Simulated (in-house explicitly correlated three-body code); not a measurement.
**Two electrons around a charge of +1.205: exact states and exact Kohn–Sham parts**

Aim: the lowest states of two electrons around a charge of +1.205 to near-exact accuracy, with their sizes and correlation, then the exact Kohn–Sham parts of the ground state and the errors of common functionals.

The numbers are computed with in-house explicitly correlated three-body code version 1 (two electrons, non-relativistic, variational in exponentially correlated functions), except any that are marked as measured or tabulated.

## (1) The atom as given

```
charge of the centre : +1.205
mass of the centre   : infinite
interactions         : Coulomb
basis                : 260 functions exp(−a r1 − b r2 − g r12) a state, exponent ranges optimised
units                : hartree and bohr; relativity and QED are left out
```

## (2) Input and results

Settings:

```ini
Z = 1.205
interaction_strength = 1.0
functions = 260
states_tried = 13
```

The run is started by

```console
$ python run_hyl.py task.json out
```

The program writes no log. Results of the run, from its result record (rounded, main fields):

```text
status: converged
states [hartree, bohr]:
  - {"name": "1 1S", "E": -0.851180262805, "change": 4.6e-10, "T": 0.85118026321, "inv_r": 0.8928665928, "inv_r12": 0.4494479626, "r": 1.88383602, "r2": 5.21529649, "r12": 2.98545632, "r12_2": 11.1562103, "cos": -0.09801364, "p1p2": 0.05882376, "d1": 0.3180048, "d12": 0.0091422}
  - {"name": "2 3S", "E": -0.7375624240213, "change": 1.1e-10, "T": 0.73756242645, "inv_r": 0.6505203166, "inv_r12": 0.09262911252, "r": 7.36140431, "r2": 111.771523, "r12": 13.5647785, "r12_2": 223.91112, "cos": -0.01112086, "p1p2": 0.00070629734, "d1": 0.2797003, "d12": 0.0}
  - {"name": "2 1S", "E": -0.7347572355626, "change": 2.8e-09, "T": 0.73475728867, "inv_r": 0.6391445553, "inv_r12": 0.0708238541, "r": 9.55076858, "r2": 190.109664, "r12": 17.9175325, "r12_2": 380.502168, "cos": -0.006771482, "p1p2": 0.0010302611, "d1": 0.2793798, "d12": 0.00016541}
  - {"name": "2 3P", "E": -0.7313666473612, "change": 2.3e-09, "T": 0.73136665921, "inv_r": 0.6289753452, "inv_r12": 0.05309727534, "r": 12.4922004, "r2": 340.970286, "r12": 23.7841954, "r12_2": 682.170877, "cos": -0.004532904, "p1p2": -0.00039882489, "d1": 0.2783426, "d12": 0.0}
  - {"name": "2 1P", "E": -0.7312884835428, "change": 2.8e-09, "T": 0.73128852776, "inv_r": 0.6282375758, "inv_r12": 0.05147554646, "r": 12.754728, "r2": 354.501596, "r12": 24.3068444, "r12_2": 709.217609, "cos": -0.003701188, "p1p2": 0.00028799524, "d1": 0.2784439, "d12": 9.7059e-07}
  - {"name": "3 3S", "E": -0.7298024152962, "change": 1.4e-09, "T": 0.72980246854, "inv_r": 0.6193934323, "inv_r12": 0.03313328796, "r": 20.9541813, "r2": 950.6258, "r12": 40.6908561, "r12_2": 1901.38797, "cos": -0.002167659, "p1p2": 0.00013574228, "d1": 0.278707, "d12": 0.0}
  - {"name": "3 1S", "E": -0.7292238332792, "change": 1.9e-07, "T": 0.72922392197, "inv_r": 0.6168095082, "inv_r12": 0.02806315961, "r": 24.6457411, "r2": 1318.24108, "r12": 48.0687861, "r12_2": 2636.59653, "cos": -0.001569772, "p1p2": 0.00023152224, "d1": 0.2786831, "d12": 3.7445e-05}
  - {"name": "4 3P", "E": -0.7273403925785, "change": 1.2e-08, "T": 0.72734055019, "inv_r": 0.6090287861, "inv_r12": 0.01307843181, "r": 56.0471476, "r2": 6974.5811, "r12": 110.85949, "r12_2": 13949.2185, "cos": -0.0005688784, "p1p2": -6.0384084e-05, "d1": 0.278448, "d12": 0.0}
threshold [hartree]: -0.7260125
transitions:
  - ["1 1S", "2 1P", 0.11989178, 0.2800756]
  - ["2 1S", "2 1P", 0.003468752, 370.4439]
  - ["3 1S", "2 1P", -0.0020646503, 299.4771]
  - ["2 3S", "2 3P", 0.0061957767, 207.8234]
  - ["2 3S", "4 3P", 0.010222031, 1.609522]
  - ["3 3S", "2 3P", -0.0015642321, 457.19]
  - ["3 3S", "4 3P", 0.0024620227, 56.05592]
kohn_sham [hartree]: {"Ts": 0.82034445, "hartree": 1.04149873, "Ex": -0.520749366, "Tc": 0.0308358129, "Uc": -0.071301403, "Ec": -0.0404655901, "norm": 1.99999999}
hartree_fock [hartree]: [-0.81129519987, -0.142605526]
```

«change» is the move of the energy from 170 to 260 functions; states that moved too far are left out. d1 and d12 are the expectation values of δ(r1) and δ(r12).

Wall time 68 s (1 thread of Arm Neoverse N1, shared host).

## (3) Levels

Binding counts from the one-electron threshold at -0.726012 hartree:

```csv
state,binding (eV),excitation (eV),quantum defect,⟨r⟩,⟨r12⟩ (bohr),⟨cos θ12⟩
1 ¹S,3.40599,0,0.590,1.884,2.985,-0.0980
2 ³S,0.314289,3.09170,0.651,7.361,13.56,-0.0111
2 ¹S,0.237956,3.16803,0.450,9.551,17.92,-0.0068
2 ³P,0.145694,3.26029,0.019,12.49,23.78,-0.0045
2 ¹P,0.143567,3.26242,0.004,12.75,24.31,-0.0037
3 ³S,0.103129,3.30286,0.645,20.95,40.69,-0.0022
3 ¹S,0.0873848,3.31860,0.442,24.65,48.07,-0.0016
4 ³P,0.0361338,3.36985,0.022,56.05,110.9,-0.0006
```

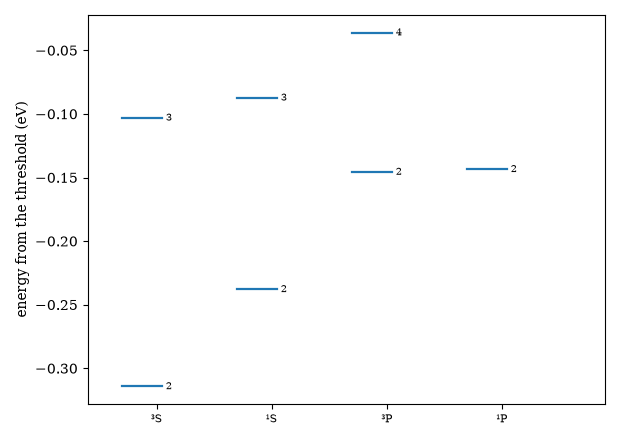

Excited levels under the threshold, term by term; numbers give n.

## (4) Electric-dipole lines

Oscillator strengths from the S state (negative where P lies lower) and rates of the upper state's decay:

```csv
S,P,E(P) − E(S) (eV),f,rate (1/s)
1 ¹S,2 ¹P,3.2624,0.02239,3.446e+06
2 ¹S,2 ¹P,0.094390,0.8567,1.104e+05
3 ¹S,2 ¹P,-0.056182,-0.4122,5.646e+04
2 ³S,2 ³P,0.16860,0.8584,3.529e+05
2 ³S,4 ³P,0.27816,0.01097,1.227e+04
3 ³S,2 ³P,-0.042565,-0.4768,3.748e+04
3 ³S,4 ³P,0.066995,0.09201,5.973e+03
```

## (5) Kohn–Sham potentials from the exact density

With two electrons in one orbital the density fixes the Kohn–Sham potential directly; exchange is minus half the Hartree term. On a radial grid:

```csv
r (bohr),4πr²n,v_x,v_c,pair density 4πr12²h,Coulomb hole
0.183,0.1731,-0.8749,-0.059,0.004454,-0.00729
0.257,0.2872,-0.8602,-0.050,0.009143,-0.0135
0.361,0.4459,-0.8353,-0.037,0.01878,-0.0240
0.508,0.6339,-0.7951,-0.017,0.03830,-0.0398
0.715,0.7993,-0.7351,0.007,0.07555,-0.0585
1.01,0.8644,-0.6521,0.030,0.1397,-0.0691
1.41,0.7776,-0.5541,0.042,0.2234,-0.0531
1.99,0.5603,-0.4444,0.036,0.2941,-0.00498
2.8,0.3134,-0.3398,0.018,0.2801,0.0361
3.94,0.1268,-0.2501,0.005,0.1678,0.0294
5.54,0.03284,-0.1800,0.000,0.05339,0.00478
7.79,0.004478,-0.1283,0.000,0.007521,-0.00133
```

The last two columns are read against r12, and the hole is the exact less the Kohn–Sham pair density.

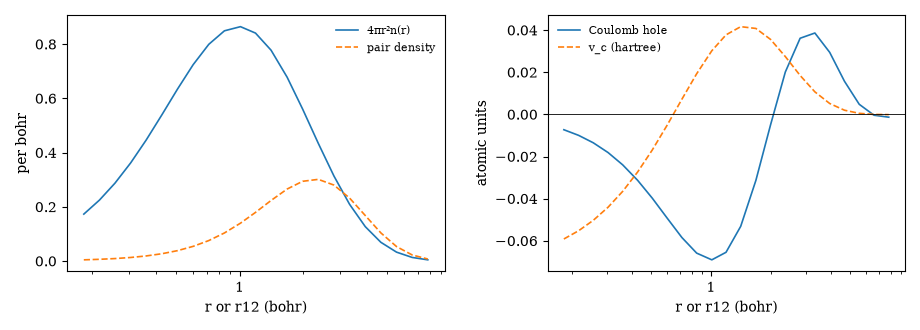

Radial density and pair density (left); Coulomb hole and correlation potential (right).

## (6) Errors of approximate functionals

Errors in millihartree. The functional-driven error is that on the exact density; the rest comes from the functional's own density. Hybrids were run self-consistently alone, so they have no split; a dash in a self-consistent column means that the top level came out unbound:

| functional | exchange | correlation | functional-driven | density-driven | total, self-consistent | top level + binding (eV) |
| --- | --- | --- | --- | --- | --- | --- |
| LDA VWN5 | +67.4 | -43.4 | +24.0 | – | – | – |
| LDA PW92 | +67.4 | -43.4 | +24.1 | – | – | – |
| PBE | -2.6 | +5.3 | +2.7 | – | – | – |
| PBEsol | +22.4 | -3.2 | +19.2 | – | – | – |
| BLYP | -8.1 | +5.4 | -2.7 | – | – | – |
| RPBE | -12.1 | +5.3 | -6.8 | – | – | – |
| PW91 | -4.2 | +3.3 | -0.9 | – | – | – |
| BP86 | -8.1 | -1.0 | -9.1 | – | – | – |
| OLYP | -7.5 | +5.4 | -2.1 | – | – | – |
| AM05 | +50.0 | -32.2 | +17.8 | – | – | – |
| TPSS | -7.6 | +3.9 | -3.7 | – | – | – |
| revTPSS | -6.7 | +0.3 | -6.4 | – | – | – |
| SCAN | -7.6 | +7.5 | -0.1 | – | – | – |
| r2SCAN | -7.6 | +7.5 | -0.1 | – | – | – |
| M06-L | -8.2 | +7.5 | -0.7 | – | – | – |
| PBE0 | – | – | – | – | +3.3 | +2.55 |
| B3LYP (VWN-RPA) | – | – | – | – | -11.0 | +2.66 |
| HSE06 | – | – | – | – | +2.8 | +2.95 |
| ωB97X | – | – | – | – | -3.2 | +0.02 |
| r2SCAN0 | – | – | – | – | +1.8 | +2.39 |

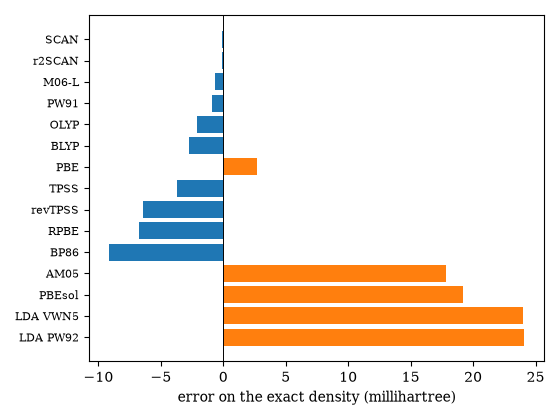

Exchange–correlation error of each functional on the exact density.

## (7) Outcome

| quantity | value |
| --- | --- |
| ground-state energy | -0.85118026 hartree |
| binding of the second electron | 3.4060 eV |
| ⟨r12⟩, ⟨cos θ12⟩ | 2.985 bohr, -0.0980 |
| resonance line 1 ¹S–2 ¹P | 3.2624 eV, f = 0.0224 |
| Ts, Ex, Ec (Kohn–Sham) | 0.82034, -0.52075, -0.04047 hartree |
| exact less Hartree–Fock | -0.03989 hartree |

**Reading.** The second electron is bound by 3.406 eV, and the mean cosine of -0.098 shows the electrons leaning only slightly to opposite sides. The virial ratio −T/E is 1.0000000, where an exact Coulomb state gives 1. Exchange puts 2 ³S 0.0763 eV under 2 ¹S. On the exact density SCAN errs least (-0.1 millihartree) and LDA PW92 most (+24.1). 15 of the 15 semilocal functionals leave the top level unbound when run self-consistently, since their potentials decay too fast.
